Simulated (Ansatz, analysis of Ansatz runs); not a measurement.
# Migration in MgH2 (P4_2/mnm): Mg_i by the interstitialcy path, charge +2, part 3 of 3

Wanted: path and barrier of a jump of Mg in MgH2 (P4_2/mnm) at charge +2. The case: Mg_i by the interstitialcy path, in a cell of 72 host atoms with 1 Mg put in.

Ansatz 0.2.0; plane-wave PAW DFT, r2SCAN; nudged elastic band between two relaxed defect structures at fixed charge in a uniform background.

So far: The starting structure; Relaxation of the start point, charge +2; Relaxation of the end point, charge +2; Nudged elastic band, charge +2.

### 4. Nudged elastic band, charge +2 (continued)

Images along the path:

```
image  path (Å)  energy (eV)     Mg13: x, y, z (Å)
    0     0.000       0.0000   1.773, 2.128, 7.490
    1     0.591       0.1081   1.389, 2.066, 7.490
    2     1.182       0.2456   0.950, 2.088, 7.490
    3     1.773       0.2952   0.587, 2.179, 7.490
    4     2.364       0.2458   0.367, 2.227, 7.490
    5     2.956       0.1083   0.186, 2.257, 7.490
    6     3.547       0.0001  -0.013, 2.276, 7.490
```

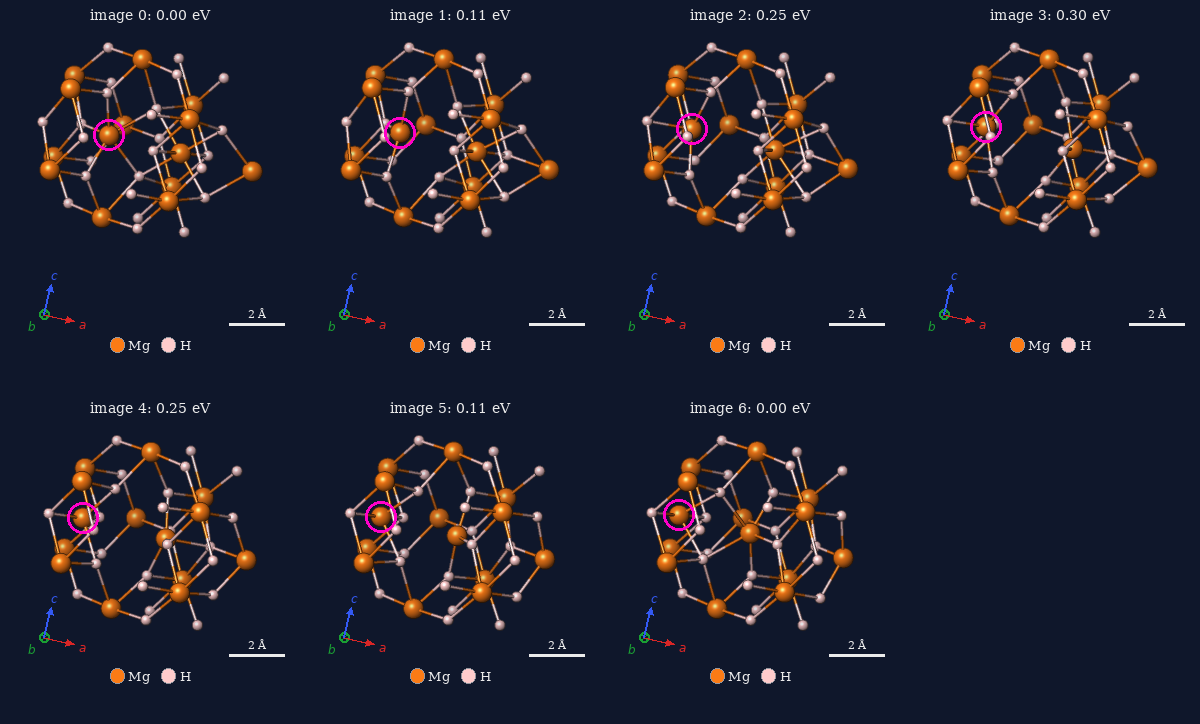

Images along the path; Mg13 is ringed.

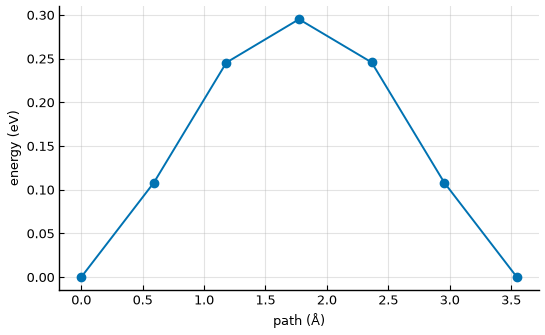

Energy along the path.

Read from the output:

```yaml
free_energy: -48951.7280 eV
barrier_forward: 0.2952 eV
barrier_backward: 0.2951 eV
end_less_start: 7.12e-5 eV
hop_length: 1.793 Å
```

Track of the atom that was set to move:

```
image  x (Å)  y (Å)  z (Å)  nearest neighbour  distance (Å)
    0  4.478  2.249   7.49                  H         1.818
    1  4.279  2.268   7.49                  H         1.802
    2  4.098  2.298   7.49                  H         1.785
    3  3.879  2.346   7.49                  H         1.769
    4  3.516  2.436   7.49                  H         1.763
    5  3.076  2.459   7.49                  H         1.784
    6  2.692  2.396   7.49                  H         1.823
```

The band met its tolerance of 0.05 eV/Å after 14 iterations, with image 3 on top (the start counts as 0). Mg13, which moves farthest between the ends, has 3 H at 1.82 Å nearest at the start and 4 H at 1.77 to 1.91 Å at the top.

### 5. Outcome

```json
{"barrier forward": "0.30 eV", "barrier backward": "0.30 eV", "end less start": "0.00 eV", "hop length": "1.79 Å", "band iterations, as the log counts them": "14"}
```

In words: The top of the band lies 0.30 eV above the start and 0.30 eV above the end. With an assumed prefactor of 1e13 per second it gives one hop a second along this one path at about 110 K; whether such hops link up through the crystal wasn't checked. The move is shared: Mg13 goes 1.79 Å and Mg73, whose hop length is listed, 1.79 Å. The order of the top as a saddle was not checked for all atoms, so a bent path could be lower. No image-charge correction is applied; it largely cancels along a path if the charge stays localised alike. Limits: sampling at the zone centre alone can move energies of charged and open-shell states by tenths of an eV or more in cells of this size; periodic copies of the defect are only 9.0 Å apart.

[Logs are printed without paths, hosts, clocks, repeated set-up lines and the standing remarks that a program may print on its own settings, such as how far it seeks lower states.]

[Hosts, paths, dates, database ids (printed as entryN), source tags and the programs' standing remarks are cut or masked in the printed files.]
